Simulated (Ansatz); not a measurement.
```xyz
8

Sn    0.6500    0.2570   -0.5432
H    -0.8700   -0.5389    1.8626
H     0.5267   -0.4978   -2.1380
O    -0.9013    1.5099   -0.4216
H    -1.2829    1.4953    0.4789
O     0.1035   -1.2134    0.7897
H    -0.1173   -2.0736    0.4018
Cl   -1.5732    0.3652    2.5796
```

Core potentials replace the inner electrons of Sn.

Level of theory: UKS B3LYP-D4/def2-SVP (Ansatz).

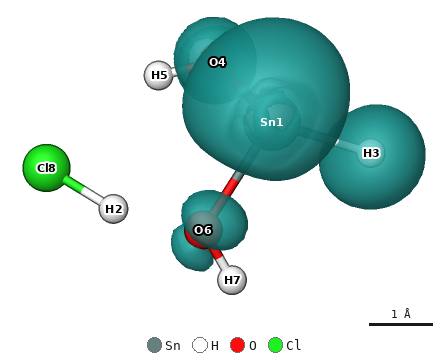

H₃O₂Sn···HCl (doublet). Isosurfaces of the spin density at +0.02 (teal) and −0.02 e/Å³ (pink), seen at a tilt.

### Which atoms carry the spin?

The unpaired spin (1 electron) lies mostly on Sn1 (about 0.6), O4 (about 0.2) and H3 (about 0.2), in electrons by Hirshfeld's partition.
